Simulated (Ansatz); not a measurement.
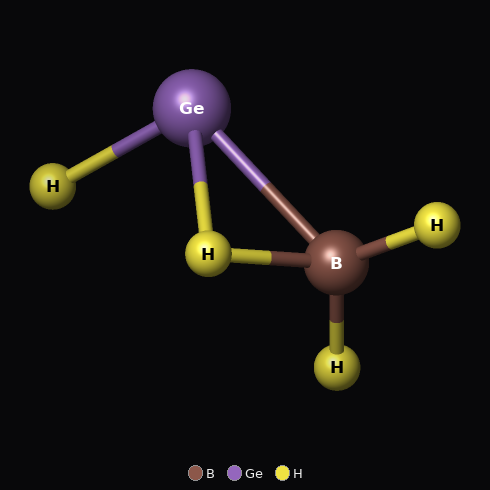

Ball-and-stick drawing of a structure.

State: neutral, doublet.

**Which formula does it have?**

BGeH4, 6 atoms: 1 boron, 1 germanium and 4 hydrogen.

**How many sets of symmetry-equivalent atoms are there?**

6: 1 B, 1 Ge, 1 H, 1 H, 1 H, 1 H.

The parts below concern this one geometry. Atoms keep their numbers from picture to picture. The computed structure is the end point of a PBE0-D4/def2-TZVP optimisation. No frequency run is at hand to confirm it as a minimum.

### Shape

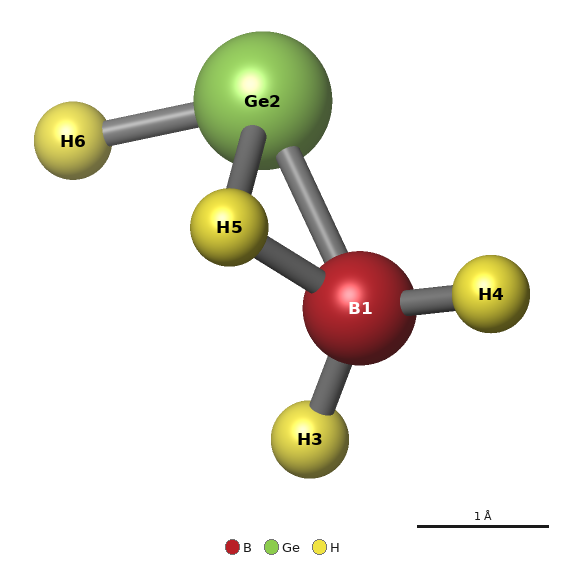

Atoms carry their numbers in the input. No frequency run is at hand to confirm it as a minimum.

What are the angles Ge2–B1–H3, Ge2–B1–H4, Ge2–B1–H5, H3–B1–H4, H3–B1–H5, H4–B1–H5, B1–Ge2–H5, B1–Ge2–H6, H5–Ge2–H6, B1–H5–Ge2?

```
    angle  degrees
Ge2–B1–H3    108.8
Ge2–B1–H4    120.0
Ge2–B1–H5     64.0
 H3–B1–H4    125.3
 H3–B1–H5    110.1
 H4–B1–H5    112.2
B1–Ge2–H5     38.9
B1–Ge2–H6    110.5
H5–Ge2–H6     92.8
B1–H5–Ge2     77.1
```

### Charges

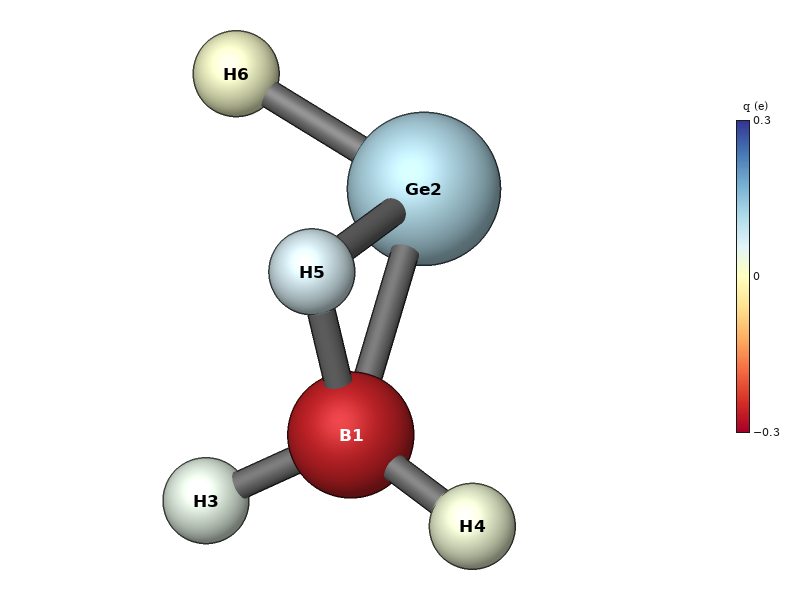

Atoms are coloured by their Mulliken charges. No frequency run is at hand to confirm it as a minimum. Method: UKS PBE0-D4/def2-TZVP (Ansatz 0.2.0).

List the Mulliken charges.

```tsv
atom	value (e)
B1	−0.26
Ge2	0.11
H3	0.04
H4	0.02
H5	0.07
H6	0.01
```

### Electronic properties

No frequency run is at hand to confirm it as a minimum. Method: UHF-CCSD(T), frozen core/def2-TZVPP (Ansatz 0.2.0).

**Give the ⟨S²⟩ of the determinant at this level.**

0.803.

**Estimate the T1 diagnostic.**

0.020.

### Dipole moment

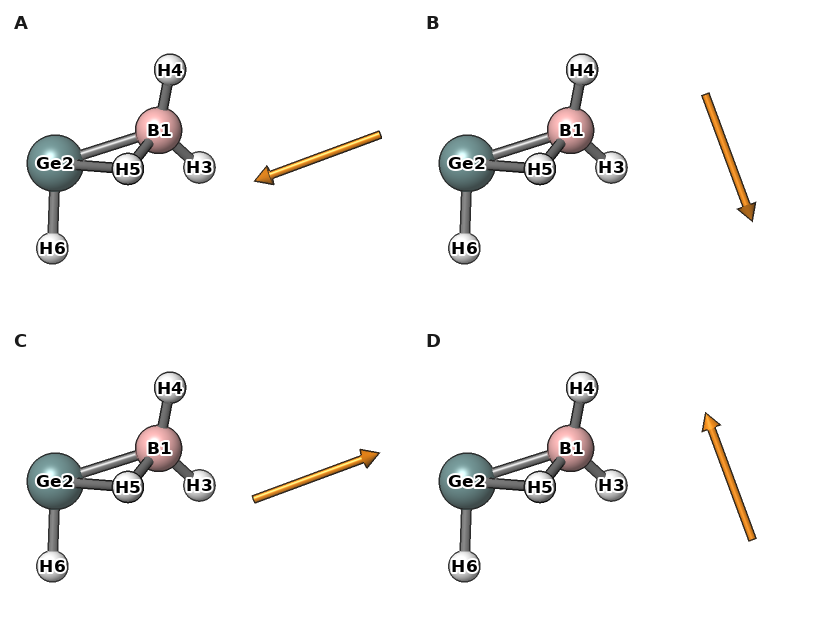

The same molecule four times, each with an arrow. No frequency run is at hand to confirm it as a minimum. Properties computed with UKS PBE0-D4/def2-TZVP (Ansatz 0.2.0).

**Which arrow points along the dipole moment, from the negative to the positive end?**

A. The dipole moment is 1.50 D; it points from the side of H4 to the side of H6 (the outermost atoms at the two ends).

Mulliken values depend strongly on the basis set and can even reverse the polarity of a bond.
